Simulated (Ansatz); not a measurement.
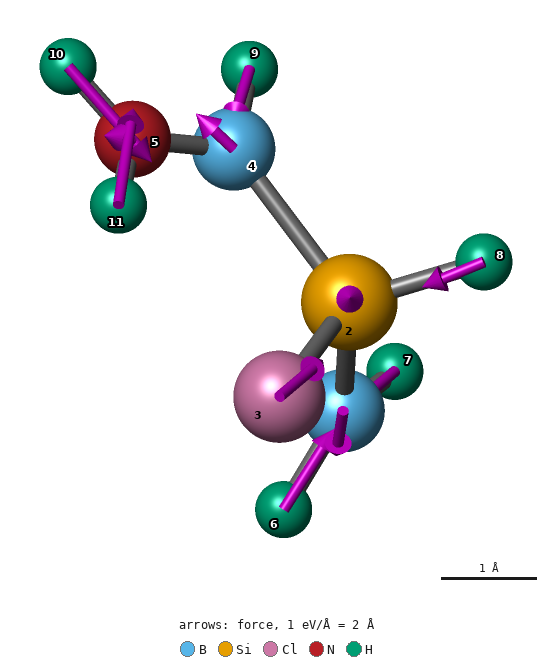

Starting geometry of B$_{2}$SiNH$_{6}$Cl with the computed forces as purple arrows. Style: ball-and-stick. Shown from a free direction.

The start comes from PBE-D4/def2-SVP.

These are results of Ansatz 0.2.0, RKS PBE0-D4/def2-TZVP, not measurements. Settings: force threshold 0.005 eV/Å; at most 150 steps.

**Is this structure relaxed? If not, where do the atoms go?**

It isn't relaxed: the largest force vector, on an H atom, is 0.72 eV/Å. The final displacements follow the starting forces only in part (cosine between the two patterns 0.33). The energy falls by 4.78 kJ/mol in 10 accepted moves (12 points after the start). The largest force component goes from 0.62 to 0.0022 eV/Å. The line search rejected the trial steps at points 10, 11 of the run. The largest move after the best rigid fit is that of an H atom, 0.12 Å. By element the largest moves are H 0.12 Å, Cl 0.07 Å, Si 0.04 Å, N 0.04 Å, B 0.03 Å. Some distances before and after: Cl–Si 2.129 → 2.093 Å, B–H 1.216 → 1.194 Å, H–Si 1.511 → 1.492 Å, H–N 1.027 → 1.009 Å. Among the angles between lasting bonds that change: B–Si–H 111.3° → 109.2°. The run took about 6 core-minutes on a shared host.
